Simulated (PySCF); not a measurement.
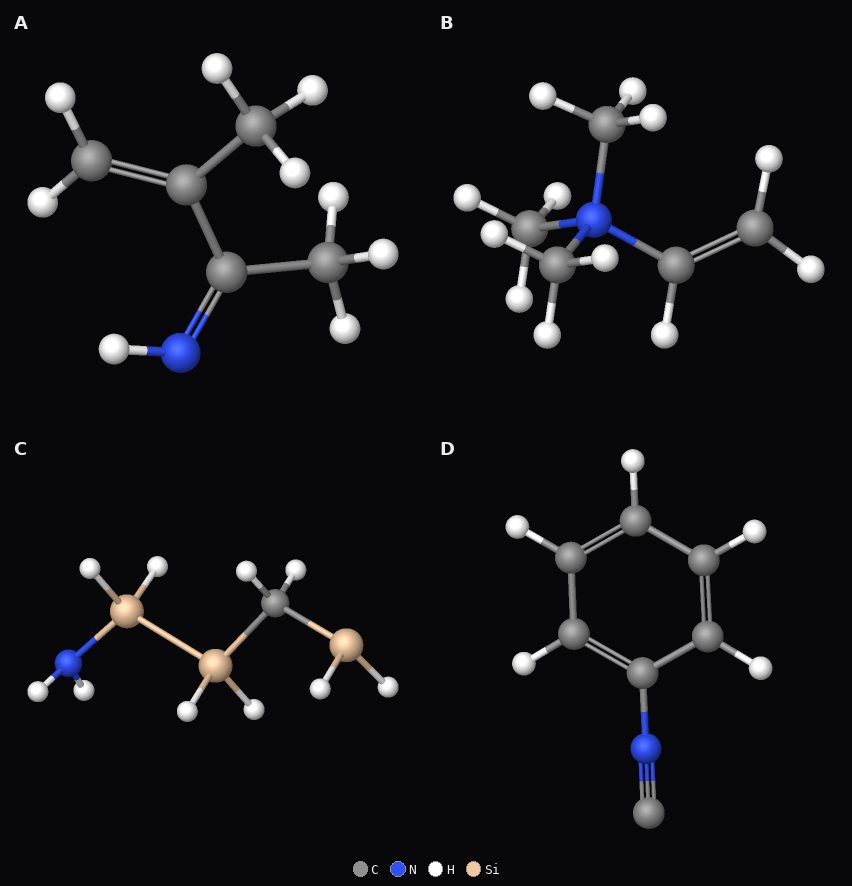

Figure made from data computed with PySCF.

Q: Match each picture to its SMILES.
(1) C=C[N+](C)(C)C
(2) N[SiH2][SiH2]C[SiH2]
(3) [H]/N=C(/C)C(=C)C
(4) [C-]#[N+]c1ccccc1

A: A is (3), B is (1), C is (2), D is (4).
